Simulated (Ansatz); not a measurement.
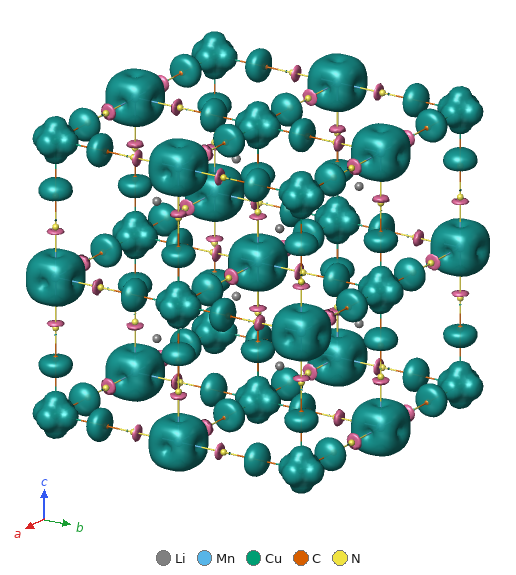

Figure 1: Li2MnCuC6N6. Isosurfaces of the spin density at +0.03 (teal) and −0.03 e/Å³ (pink), seen at an oblique angle. Sticks mark near contacts.

Space group Fm-3m; a structure generated by program, which may or may not match a known phase; spin-polarised.

All numbers below come from DFT PBE, scalar-relativistic, plane waves, PAW (Ansatz 0.2.0).

In a PAW calculation such maps are meaningful between the atoms, not at the nuclei.

Li2MnCuC6N6, 64 atoms, a = 10.46 Å, b = 10.46 Å, c = 10.46 Å, α = 90.00°, β = 90.00°, γ = 90.00°.

> Which atoms carry the moments, and with what signs?

The spin density sits on Mn: +1.0 μB (×4); Cu: +0.5 μB (×4) in one cell of 64 atoms: parallel main moments (a ferromagnetic arrangement) in this solution. The cell of the calculation (16 atoms) carries 2.0 μB of net spin moment.
